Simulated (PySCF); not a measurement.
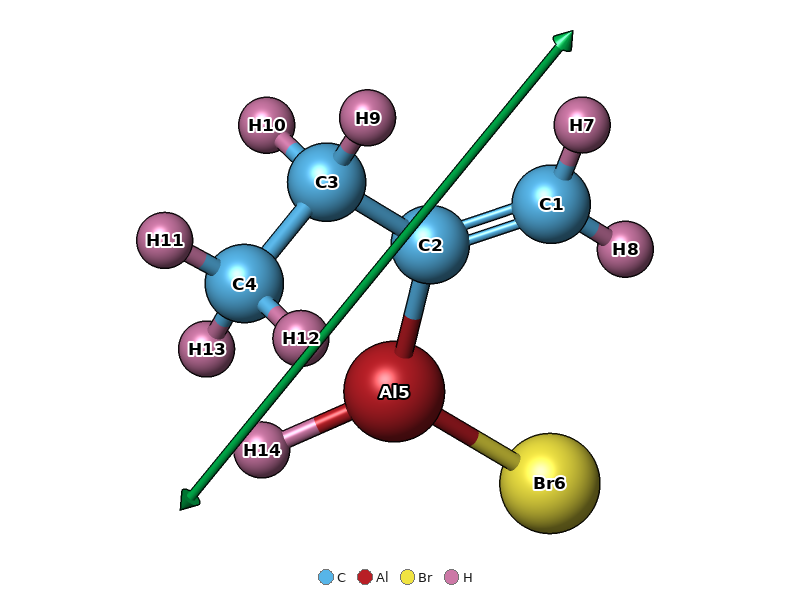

The double arrow shows the direction of the transition dipole to excited singlet state 7 (its length means nothing). Computed geometry: GFN2-xTB optimisation. No frequency run is at hand to confirm it as a minimum. Properties computed with TDDFT PBE0/def2-SVPD, vertical, gas phase, core orbitals frozen in the response (PySCF 2.14.0).

Question: Where does the transition lie, and how strong is it?

Answer: 6.69 eV (185 nm), oscillator strength 0.11, mainly HOMO−1 → LUMO+1 (weight 0.88); transition dipole 2.08 D.

The geometry is semi-empirical. Around Al, Br such bond lengths and angles can be off by a tenth of an ångström or more and by several degrees, and values that hang on the shape move with them.
